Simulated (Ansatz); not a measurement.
## Electronic structure of CH₅AlO in real space

Input

```
crystal:
  periodic: [false, false, false]
  atoms:
    - { symbol: Al, position_ang: [0.0, 0.0, 0.0] }
    - { symbol: O, position_ang: [0.0, 0.0, 1.78] }
    - { symbol: H, position_ang: [-0.9095, -0.2814, 2.1171] }
    - { symbol: C, position_ang: [1.706, 0.0, -0.985] }
    - { symbol: H, position_ang: [2.0356, -1.0462, -1.1552] }
    - { symbol: H, position_ang: [1.5695, 0.508, -1.9624] }
    - { symbol: H, position_ang: [2.4756, 0.5381, -0.3932] }
    - { symbol: H, position_ang: [-1.351, 0.0, -0.78] }
basis:
  gaussian: { orbitals: def2-SVP }
hamiltonian:
  xc: pbe
relax:
  f_tol: 0.02
  max_steps: 40
output:
  orbitals: {}
```

Run with:

```sh
ansatz run input.yaml --threads 1 --pin off --max-ram 2048MiB --backend cpu --events-out ev --progress --plain --runs-dir out
```

The fields are those of the run's last geometry, not of the input's.

All numbers below come from Ansatz, RKS PBE/def2-SVP.

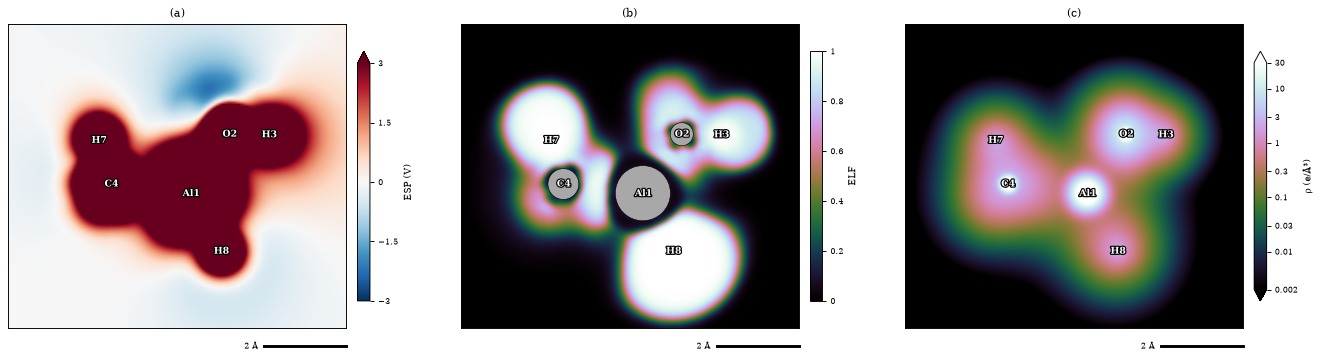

Figure 1. (a) molecular electrostatic potential; (b) ELF; (c) total electron density on the plane of atoms O2, Al1 and C4. Grey discs cover the atomic cores in the ELF map.

Question: Read the bonding off the picture.

Answer:
- The plane passes through Al, O, H and C nuclei.
- Al–O (1.73 Å): ρ at the midpoint is about 0.78 e/Å³; the ELF peaks at about 0.90 in the valence shell of O, 0.7 Å from its nucleus, and is about 0.35 at the midpoint.
- C–Al (1.95 Å): ρ is about 0.71 e/Å³ halfway; the ELF peaks at about 0.95 between the atoms: a shared but strongly polarised pair.
- O–H (0.97 Å): ρ at the midpoint is about 3.5 e/Å³; the ELF climbs to about 1 towards the hydrogen, as it does in any bond to H: an ordinary covalent bond to hydrogen.
- C–H (1.11 Å): the density is about 1.8 e/Å³ at the midpoint; the ELF climbs to about 1 towards the hydrogen; an ordinary covalent bond to hydrogen.
- Al–H (1.61 Å): ρ is about 0.52 e/Å³ halfway; the ELF climbs to about 1 towards the hydrogen.
- The ELF also peaks beside O2, away from the bonds: lone-pair regions.
- Outside the dense part of the molecule the potential is most negative (−2.2 V) near O2.

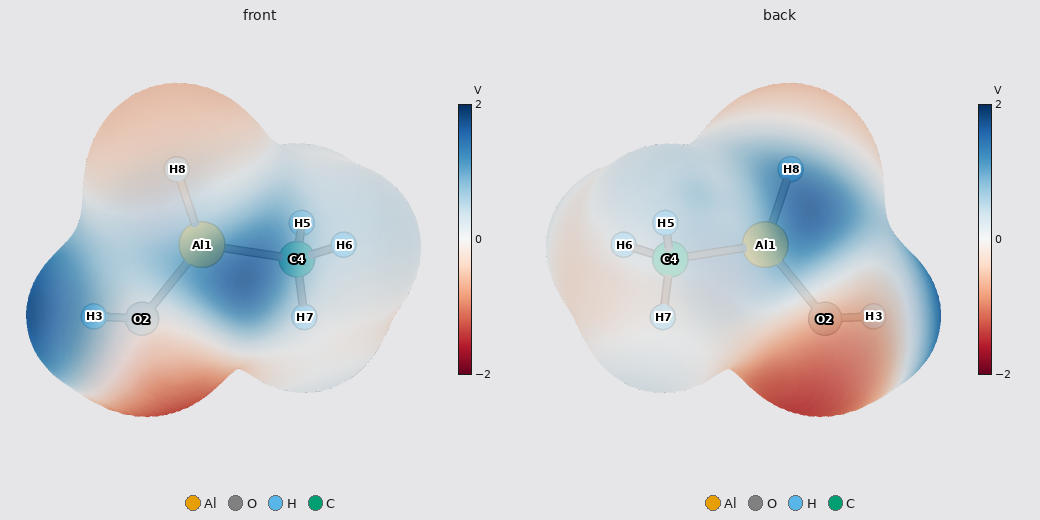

Figure 2. The electrostatic potential painted on the density surface at 0.001 e/bohr³, seen from the front and from behind; red is negative and blue positive.

Question: Describe the electrostatic potential map.

Answer: The most negative region (about −1.4 V) lies over O2, the most positive (about +1.7 V) over Al1 and H3. O2 is the likeliest acceptor of a hydrogen bond.

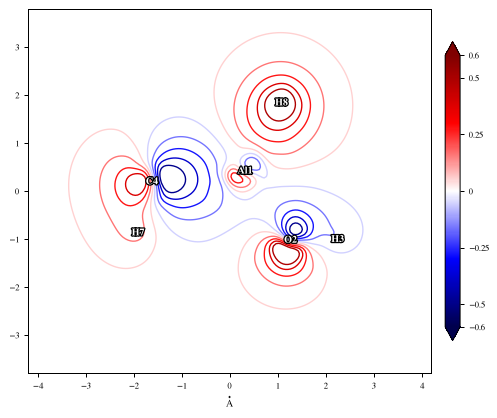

Figure 3. One frontier orbital on the plane of atoms O2, Al1 and H8 (values in Å⁻³ᐟ²; the overall sign is arbitrary).

Question: Which orbital is it: HOMO or LUMO?

Answer: The HOMO, at −6.55 eV. It lies mainly on H8 (about 30 %), C4 (about 25 %), Al1 (about 20 %) and O2 (about 15 %).
